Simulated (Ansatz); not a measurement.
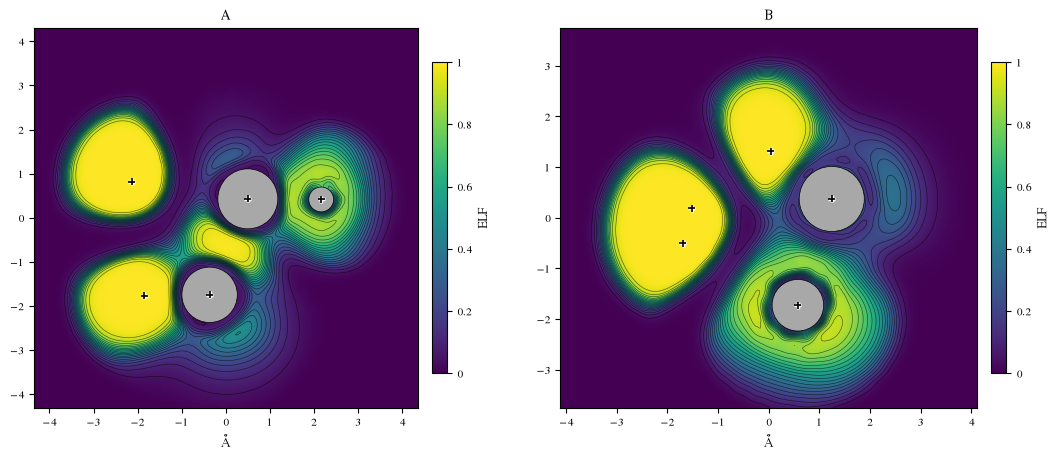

The electron localisation function of 2 systems, each on a plane through atoms (crosses mark nuclei in the plane; grey discs cover the cores).

The calculation used RKS PBE0/def2-SVP (Ansatz 0.2.0).

System 1: ClGeH$_{3}$···H$_{2}$, the plane of atoms H3, Ge1 and Cl6. Not at a stationary point (largest force 1.7 eV/Å).

```xyz
7

Ge   -0.4871    0.0000   -0.4378
H     0.1872    0.0000    2.2452
H     0.7825    0.0000    0.4153
H    -0.5771    1.2648   -1.3025
H    -0.5771   -1.2648   -1.3025
Cl   -2.2782    0.0000    0.8427
H    -0.4204    0.0000    2.6279
```

System 2: FH$_{6}$NOSi$_{2}$···H$_{2}$, the plane of atoms Si3, Si1 and O10. Not at a stationary point (largest force 1.9 eV/Å).

```xyz
13

Si   -0.1018   -0.3962   -0.2443
H     0.9438    0.8343    1.8847
Si    2.1407   -0.0915   -0.8474
H     2.8792   -1.3944   -0.8216
H     2.2010    0.4561   -2.2376
H     2.8511    0.8612    0.0628
N    -0.9482    1.0774   -0.1477
H    -1.9308    1.1474   -0.3946
H    -0.6074    1.8892    0.3494
O    -0.9253   -1.2603   -1.4021
H    -0.8676   -2.2172   -1.3300
F    -0.1693   -1.3412    1.0684
H     0.7007    0.2376    2.1969
```

Question: Which map belongs to which system?

Answer: Panel A is system 2, FH$_{6}$NOSi$_{2}$···H$_{2}$: the plane holds Si, H and O. Si1···H2 (2.67 Å): the ELF dips to about 0.05 between them. Panel B is system 1, ClGeH$_{3}$···H$_{2}$: the plane holds Ge, H and Cl. Ge1···H2 (2.77 Å): the ELF dips to about 0.05 between them.
